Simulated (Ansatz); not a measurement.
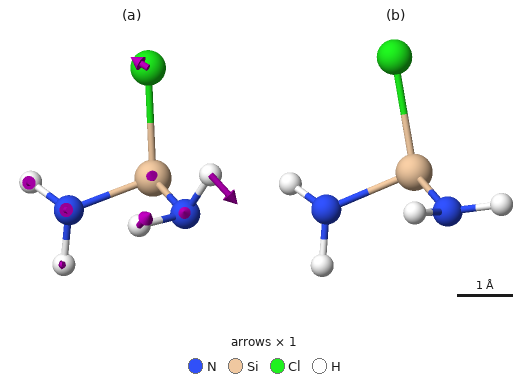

The structure of SiN$_{2}$H$_{4}$Cl (multiplicity 2) (coarse preliminary run) before (left) and after (right) a relaxation, at one scale. The purple arrows give the displacements, at their true length.

Style: ball-and-stick. Shown from a free direction.

The start comes from a force field.

Computed with Ansatz 0.2.0, UKS PBE-D4/def2-SVP.

Input file:
```yaml
crystal:
  periodic: [false, false, false]
  atoms:
    - {symbol: N, position_ang: [-0.104200, 1.126600, -0.193100]}
    - {symbol: Si, position_ang: [-0.816300, -0.357000, 0.103700]}
    - {symbol: N, position_ang: [0.537200, -0.882000, 0.906300]}
    - {symbol: Cl, position_ang: [-0.805200, -1.344000, -1.674500]}
    - {symbol: H, position_ang: [-0.681700, 1.620500, -0.959800]}
    - {symbol: H, position_ang: [-0.250200, 1.768400, 0.622000]}
    - {symbol: H, position_ang: [1.326700, -0.232300, 0.632000]}
    - {symbol: H, position_ang: [0.885800, -1.757400, 0.507400]}
basis:
  gaussian: {orbitals: def2-SVP}
magnetization: {spin_polarized: true, initial_magnetization: 1}
hamiltonian: {xc: pbe, dispersion: d4}
relax: {f_tol: 0.03, max_steps: 200}
```

Command:
```bash
ansatz run in.yaml --threads 4 --pin off --events-out ev --progress --plain --max-ram 10444MiB
```

### What changed between the two?

The atom that moves furthest after the best rigid fit is H8 (0.74 Å). By element the largest moves are H 0.74 Å, Cl 0.39 Å, N 0.34 Å, Si 0.23 Å. Some distances before and after: Si2–Cl4 2.034 → 2.127 Å, Si2–N3 1.659 → 1.733 Å, N1–Si2 1.672 → 1.745 Å, N1–H5 1.079 → 1.024 Å. Among the angles between lasting bonds that change: N1–Si2–N3 91.1° → 104.6°, Si2–N3–H7 106.8° → 119.2°, N3–Si2–Cl4 105.4° → 117.1°. The energy falls by 118.1 kJ/mol in 10 accepted moves (13 points after the start). The largest force component goes from 5.2 to 0.0081 eV/Å. The line search rejected the trial steps at points 7, 9, 12 of the run.
